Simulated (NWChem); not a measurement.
# SiH2SF (SMILES F[SiH2][S]): UHF/LANL2DZ (core potential)

What is the vertical ionisation energy of SiH2SF at UHF/LANL2DZ (core potential)? 

Program for the calculation: NWChem 7.3.0.

1 further run of the same task is left out (set aside as unsound or not needed).

## 1. The structure to begin with

SiH2SF: 5 atoms, total charge 0, spin state doublet. As SMILES, `F[SiH2][S]`. The shape is that of a PBE0-D4/def2-TZVP optimisation.

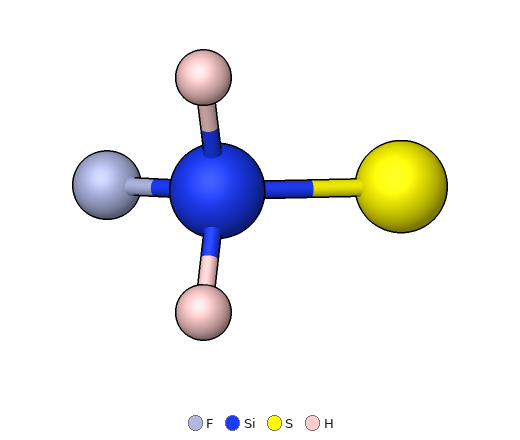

The structure, seen from a chosen angle (fluorine light blue, silicon blue, sulfur yellow, hydrogen pink).

## 2. The energy at UHF/LANL2DZ (core potential)

Input file m1.nw:

```
start m1
title "FH2SSi energy"
memory 2200 mb
geometry units angstroms noautosym nocenter noautoz
  F     -0.324300    -0.023300     1.585400
  Si     0.086000    -0.081000     0.044500
  S     -1.148000     1.061300    -1.211000
  H     -0.023500    -1.493100    -0.391000
  H      1.459700     0.462600    -0.069300
end
basis spherical bse
  * library LANL2DZ
end
ecp bse
  Si library LANL2DZ
  S library LANL2DZ
end
scf
  doublet
  uhf
  thresh 1e-08
  maxiter 80
  print low
end
task scf energy
```

Started as:

```
$ nwchem m1.nw > m1.out
```

The program printed:

```text
[...]
  functions       =    29
[...]
  wavefunction    = UHF
[...]
         Total SCF energy =   -114.269162661692
      One electron energy =   -234.502614778640
      Two electron energy =     83.962840385397
 Nuclear repulsion energy =     36.270611731552
                       Sz =      0.5000
                 Sz(Sz+1) =      0.7500
                      S^2 =      0.7539
[...]
```

It took 1.3 s on 1 thread of AMD EPYC 9R45 (Zen 5), shared host; peak memory 0.1 GiB.

## 3. The singlet cation at the same level

Input file fh2ssi.nw:

```
start fh2ssi
title "FH2SSi"
memory total 2200 mb
charge 1

geometry noautosym nocenter noautoz
 F     -0.324300    -0.023300     1.585400
 Si     0.086000    -0.081000     0.044500
 S     -1.148000     1.061300    -1.211000
 H     -0.023500    -1.493100    -0.391000
 H      1.459700     0.462600    -0.069300
end

basis spherical bse
 F library LANL2DZ
 Si library LANL2DZ
 S library LANL2DZ
 H library LANL2DZ
end

ecp bse
 Si library LANL2DZ
 S library LANL2DZ
end

scf
 singlet
 rhf
 thresh 1e-08
 maxiter 80
 noprint "final vectors analysis"
end

task scf energy
```

Started as:

```
$ nwchem fh2ssi.nw > fh2ssi.out
```

The program printed:

```text
[...]
  functions       =    29
[...]
  wavefunction    = RHF
[...]
         Total SCF energy =   -113.840105545706
      One-electron energy =   -229.456630465285
      Two-electron energy =     79.345913188027
 Nuclear repulsion energy =     36.270611731552
        Time for solution =      0.7s
[...]
```

Run time: 1.2 s. Hardware: 1 thread of AMD EPYC 9R45 (Zen 5), shared host; peak memory 0.099 GiB.

## 4. Outcome

At UHF/LANL2DZ (core potential):

| quantity | value |
| --- | --- |
| doublet SiH2SF: total energy | -114.26916 Eh |
| doublet SiH2SF: ⟨S²⟩ | 0.754 |
| singlet cation: total energy | -113.84011 Eh |
| vertical ionisation energy (to the singlet cation) | 11.675 eV |

**Reading.** Removing an electron at fixed nuclei costs 11.68 eV (269 kcal/mol). Only the singlet of the ionised species was computed; a triplet could lie lower. Mulliken charges (singlet cation) run from -0.56 on F1 to +1.08 on Si2.
